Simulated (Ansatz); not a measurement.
BAs: As → N

The parent structure is BAs in the zinc blende structure (space group F-43m, No. 216; a = 4.8094 Å).

It is then changed as follows: every As is replaced by N, then cell and atoms are relaxed.

All numbers come from plane-wave PAW DFT at the PBE level (Ansatz, an electronic-structure program, 420 eV), no spin-orbit coupling, earlier PAW set. k-mesh 16×16×16 (Γ-centred); smearing 0.05 eV (Fermi–Dirac), for the changed cell.

| quantity | base | changed | shift |
|---|---|---|---|
| volume per atom | 13.91 Å³ | 5.95 Å³ | -7.96 Å³ |
| density | 5.12 g/cm³ | 3.46 g/cm³ | -1.66 g/cm³ |
| lattice parameter a | 4.809 Å | 3.624 Å | -1.185 Å |
| space group | F-43m (No. 216) | F-43m (No. 216) | – |
| shortest interatomic distance | 2.083 Å | 1.569 Å | -0.5132 Å |
| band gap | 1.21 eV | 4.46 eV | +3.25 eV |
| gap character | indirect, Γ → Γ–X (82 % along) | indirect, Γ → X | – |
| width of the top valence band | 5.07 eV | 6.45 eV | +1.38 eV |
| electron mass | 1.1 mₑ along k, 0.22 mₑ across (off the special points) | 0.91 mₑ along k, 0.30 mₑ across (at X) | – |
| hole mass (degenerate bands, along [100]) | 0.21, 0.24, 0.24 mₑ (at Γ) | 0.50, 0.53, 0.53 mₑ (at Γ) | – |

Final structure:

```
BN
1.0
    0.00000     1.81205     1.81205
    1.81205     0.00000     1.81205
    1.81205     1.81205     0.00000
N B
1 1
Cartesian
  0.90602   0.90602   0.90602
  0.00000   0.00000   0.00000
```

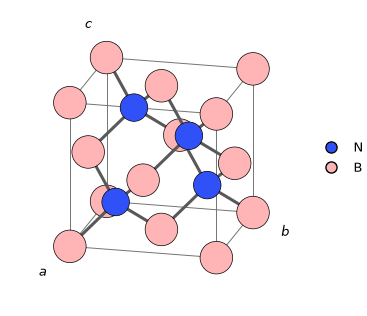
Fig. 1. The relaxed conventional cell after the change

Effective masses come from finite differences of ±0.01 Å⁻¹. Along k means along the line from Γ to the band edge. Stability against distortions was not tested.
